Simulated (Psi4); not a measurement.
# revPBE/6-31G(d) (spherical functions) run of BGeNH6 (SMILES B[NH][GeH3])

Aim: the energy change on altering one bond length of BGeNH6 at revPBE/6-31G* (spherical functions), from 2 runs. 

The calculation is run with Psi4 1.11.

5 further runs of the same task are left out: 3 that didn't finish, 2 set aside as unsound or not needed.

### 1 The molecule

The species is BGeNH6 (9 atoms), meant as a singlet with charge 0. As SMILES, `B[NH][GeH3]`. The shape is that of a PBE0-D4/def2-TZVP optimisation.

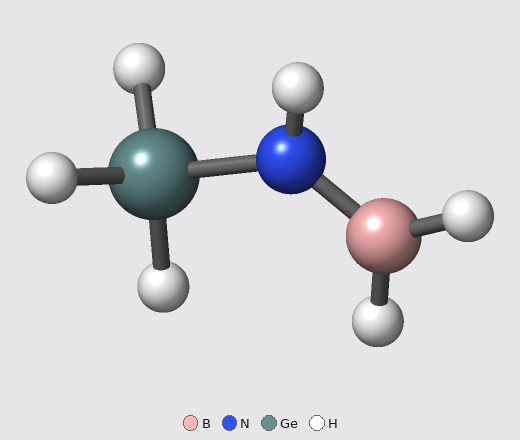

The structure, seen from a chosen angle (boron pink, nitrogen blue, germanium teal, hydrogen white).

### 2 The energy at revPBE/6-31G(d) (spherical functions)

Contents of bgeh6n.inp:

```
memory 2.2 GB

molecule system {
  0 1
  B
  N 1 1.391923
  Ge 2 1.853587 1 126.22471
  H 1 1.199334 2 119.19094 3 -0.01862
  H 1 1.199186 4 121.24037 2 179.9922
  H 2 1.009785 1 117.87217 5 -0.01467
  H 3 1.538344 2 109.09844 6 -59.52297
  H 3 1.529696 7 111.48374 2 117.29301
  H 3 1.538234 8 111.50349 7 -122.22673
  symmetry c1
}

set {
  puream true
  e_convergence 1e-09
  d_convergence 1e-08
  scf_type pk
  dft_radial_points 99
  dft_spherical_points 590
}

E, wfn = energy('revpbe/6-31G*', return_wfn=True)
oeprop(wfn, 'MULLIKEN_CHARGES', 'WIBERG_LOWDIN_INDICES', 'QUADRUPOLE')
print_variables()
```

Run with:

```bash
$ psi4 -i bgeh6n.inp -o bgeh6n.out -n 1
```

bgeh6n.out, shortened:

```text
[...]
  Running in c1 symmetry.
[...]
  Nuclear repulsion =  177.534477274152778
[...]
  Multiplicity = 1
[...]
  Nalpha       = 25
  Nbeta        = 25
[...]
    Number of basis functions: 72
[...]
   @RKS iter   1: -2158.04546699687307   -1.64780e+00   3.96985e-02 DIIS/ADIIS
[...]
   @RKS iter  13: -2159.75313403474411    0.00000e+00   1.50136e-09 DIIS
[...]
    Orbital Energies [Eh]
    ---------------------
    Doubly Occupied:
       1A   -397.077281     2A    -49.199296     3A    -43.807327
       4A    -43.806960     5A    -43.806903     6A    -14.009542
       7A     -6.489657     8A     -6.005290     9A     -4.218286
      10A     -4.216623    11A     -4.216388    12A     -1.105064
      13A     -1.102512    14A     -1.101832    15A     -1.099970
      16A     -1.099804    17A     -0.775675    18A     -0.515895
      19A     -0.464664    20A     -0.380256    21A     -0.326500
      22A     -0.323003    23A     -0.309967    24A     -0.259358
      25A     -0.248645
[...]
  @RKS Final Energy: -2159.75313403474411
   => Energetics <=
    Nuclear Repulsion Energy =            177.5344772741527777
    One-Electron Energy =               -3357.8204493318762616
    Two-Electron Energy =                1112.5757774985995638
    DFT Exchange-Correlation Energy =     -92.0429394756201447
    Empirical Dispersion Energy =           0.0000000000000000
    VV10 Nonlocal Energy =                  0.0000000000000000
    Total Energy =                      -2159.7531340347441073
[...]
 Multipole Moments:
 ------------------------------------------------------------------------------------
     Multipole            Electronic (a.u.)      Nuclear  (a.u.)        Total (a.u.)
 ------------------------------------------------------------------------------------
 L = 1.  Multiply by 2.5417464519 to convert [e a0] to [Debye]
 Dipole X            :         -0.0008109            0.0006512           -0.0001597
 Dipole Y            :         -4.3476387            4.3892256            0.0415870
 Dipole Z            :          6.1046271           -5.3559039            0.7487232
 Magnitude           :                                                    0.7498773
 L = 2.  Multiply by 1.3450342976 to convert [e a0^2] to [Debye ang]
 Quadrupole XX       :        -35.5035977           11.2172537          -24.2863440
 Quadrupole XY       :          0.0028216           -0.0026034            0.0002181
[...]
  Mulliken Charges: (a.u.)
   Center  Symbol    Alpha    Beta     Spin     Total
       1     B     2.46370  2.46370  0.00000  0.07260
       2     N     3.75341  3.75341  0.00000 -0.50681
       3    GE    15.98447 15.98447  0.00000  0.03106
       4     H     0.51700  0.51700  0.00000 -0.03400
       5     H     0.51575  0.51575  0.00000 -0.03150
       6     H     0.33516  0.33516  0.00000  0.32969
       7     H     0.48073  0.48073  0.00000  0.03853
       8     H     0.46908  0.46908  0.00000  0.06185
       9     H     0.48070  0.48070  0.00000  0.03859
   Total alpha = 25.00000, Total beta = 25.00000, Total charge = -0.00000
[...]
```

It took 17 s on 1 thread of AMD EPYC 7R43 (Zen 3), shared host; peak memory 1.1 GiB.

### 3 The distorted shape at the same level

Contents of job.py:

```python
import psi4

psi4.set_memory('2200 MB')
psi4.set_num_threads(1)
psi4.core.set_output_file('psi4.out', False)

geom = psi4.geometry("""
0 1
B     -0.686444     0.120733    -0.906941
N      0.164256     0.178333     0.193259
Ge     0.852756    -1.270167     1.122559
H     -1.030344    -0.949467    -1.325041
H     -1.249100     1.647000    -1.674800
H      0.441456     1.089633     0.528459
H      2.389156    -1.223567     1.060859
H      0.302456    -2.523967     0.440559
H      0.404856    -1.184767     2.591659
symmetry c1
no_reorient
no_com
""")

psi4.set_options({
    'basis': '6-31G*',
    'reference': 'rks',
    'puream': True,
    'e_convergence': 1e-09,
    'd_convergence': 1e-08,
    'scf_type': 'pk',
    'dft_radial_points': 99,
    'dft_spherical_points': 590,
})

E, wfn = psi4.energy('revpbe', return_wfn=True)
psi4.oeprop(wfn, 'LOWDIN_CHARGES', 'MAYER_INDICES', 'WIBERG_LOWDIN_INDICES', title='REVPBE')
print('E =', round(E, 9))
```

Run with:

```bash
$ python job.py
```

psi4.out, shortened:

```text
[...]
  Running in c1 symmetry.
[...]
  Nuclear repulsion =  175.843522339760852
[...]
  Multiplicity = 1
[...]
  Nalpha       = 25
  Nbeta        = 25
[...]
    Number of basis functions: 72
[...]
   @RKS iter   1: -2157.96646415154146   -1.66376e+00   3.97959e-02 DIIS/ADIIS
[...]
   @RKS iter  13: -2159.69286247009222   -1.36424e-12   2.72273e-09 DIIS
[...]
    Orbital Energies [Eh]
    ---------------------
    Doubly Occupied:
       1A   -397.087042     2A    -49.209050     3A    -43.817165
       4A    -43.816682     5A    -43.816609     6A    -14.022874
       7A     -6.542204     8A     -6.015038     9A     -4.228335
      10A     -4.226236    11A     -4.225959    12A     -1.115082
      13A     -1.112272    14A     -1.111536    15A     -1.109608
      16A     -1.109418    17A     -0.788835    18A     -0.524730
      19A     -0.476809    20A     -0.372722    21A     -0.332791
      22A     -0.331810    23A     -0.318814    24A     -0.260309
      25A     -0.222559
[...]
  @RKS Final Energy: -2159.69286247009222
   => Energetics <=
    Nuclear Repulsion Energy =            175.8435223397608524
    One-Electron Energy =               -3353.9417889413352896
    Two-Electron Energy =                1110.3333532509959696
    DFT Exchange-Correlation Energy =     -91.9279491195140110
    Empirical Dispersion Energy =           0.0000000000000000
    VV10 Nonlocal Energy =                  0.0000000000000000
    Total Energy =                      -2159.6928624700922228
[...]
 Multipole Moments:
 ------------------------------------------------------------------------------------
     Multipole            Electronic (a.u.)      Nuclear  (a.u.)        Total (a.u.)
 ------------------------------------------------------------------------------------
 L = 1.  Multiply by 2.5417464519 to convert [e a0] to [Debye]
 Dipole X            :        -48.9780269           49.6322281            0.6542011
 Dipole Y            :         78.9307814          -79.2522470           -0.3214656
 Dipole Z            :        -64.0784753           64.9341852            0.8557099
 Magnitude           :                                                    1.1240812
[...]
```

The script printed:

```text
E = -2159.69286247
```

Wall time 18 s (1 thread of AMD EPYC 7R43 (Zen 3), shared host); peak memory 1.1 GiB.

### 4 Results

At revPBE/6-31G* (spherical functions):

| quantity | value |
| --- | --- |
| first shape: total energy | -2159.75313 Eh |
| first shape: dipole moment | 1.91 D |
| first shape: HOMO energy | -6.77 eV |
| first shape: LUMO energy | -0.28 eV |
| first shape: HOMO–LUMO gap | 6.48 eV |
| distorted shape: total energy | -2159.69286 Eh |
| distorted shape: dipole moment | 2.86 D |
| distorted shape: HOMO energy | -6.06 eV |
| distorted shape: LUMO energy | -0.55 eV |
| distorted shape: HOMO–LUMO gap | 5.51 eV |
| energy change with the B1–H5 bond stretched from 1.199 to 1.799 Å | 1.640 eV |

In words: With the B1–H5 bond stretched from 1.199 to 1.799 Å the energy rises by 1.64 eV (38 kcal/mol). The first shape isn't relaxed at this level, so the change isn't measured from a minimum.
